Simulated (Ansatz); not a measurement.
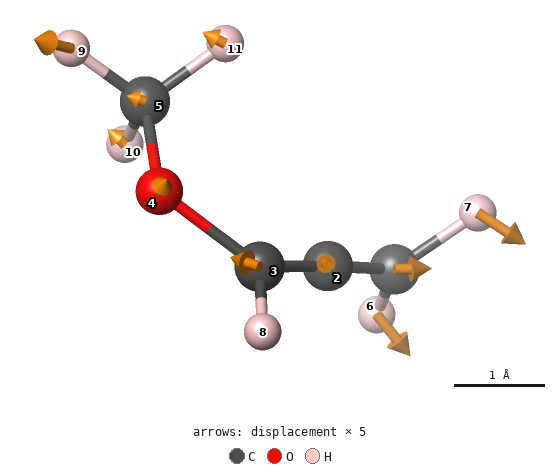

This is a relaxation of C₄H₆O (coarse preliminary run). The starting structure is drawn; orange arrows show the displacements, magnified 5 times. The two geometries are superimposed by the best rigid fit.

A ball-and-stick model, seen from a free direction.

The start comes from a force field.

Computed with RKS PBE-D4/def2-SVP (Ansatz).

The input:
```yaml
crystal:
  periodic: [false, false, false]
  atoms:
    - {symbol: C, position_ang: [-0.633200, 0.169900, 1.915100]}
    - {symbol: C, position_ang: [-0.460900, -0.512300, 0.848500]}
    - {symbol: C, position_ang: [-0.270100, -1.240100, -0.211700]}
    - {symbol: O, position_ang: [0.394900, -0.764600, -1.362300]}
    - {symbol: C, position_ang: [0.676200, 0.598200, -1.412100]}
    - {symbol: H, position_ang: [0.070500, 0.327000, 2.676200]}
    - {symbol: H, position_ang: [-1.600700, 0.731200, 2.032700]}
    - {symbol: H, position_ang: [-0.434900, -2.278000, -0.265000]}
    - {symbol: H, position_ang: [1.106100, 0.833100, -2.336900]}
    - {symbol: H, position_ang: [1.436400, 0.837700, -0.617000]}
    - {symbol: H, position_ang: [-0.219000, 1.241000, -1.247000]}
basis:
  gaussian: {orbitals: def2-SVP}
hamiltonian: {xc: pbe, dispersion: d4}
relax: {f_tol: 0.03, max_steps: 200}
```

Run as
```bash
ansatz run in.yaml --threads 4 --pin off --events-out ev --progress --plain --max-ram 10444MiB
```

**Which element moves most?**

Hydrogen: up to 0.13 Å, against 0.09 Å for carbon.

**What happened in the run?**

The largest move after the best rigid fit is that of H7, 0.13 Å. Largest moves by element: H 0.13 Å, C 0.09 Å, O 0.06 Å. Near-neighbour distances that change, for instance: C1–H6 1.048 → 1.107 Å, C3–H8 1.052 → 1.104 Å, C3–O4 1.411 → 1.363 Å, C1–C2 1.278 → 1.319 Å. Bond angles that change, for instance: C2–C1–H6 126.5° → 122.0°, C2–C3–O4 123.0° → 127.6°, C2–C1–H7 118.0° → 122.0°. Over 6 geometry steps the energy falls by 36.6 kJ/mol. The largest force component goes from 2.7 to 0.012 eV/Å. Cost: 9.5 s on 4 threads of AMD EPYC 7R43 64-Core, with other jobs on the host.
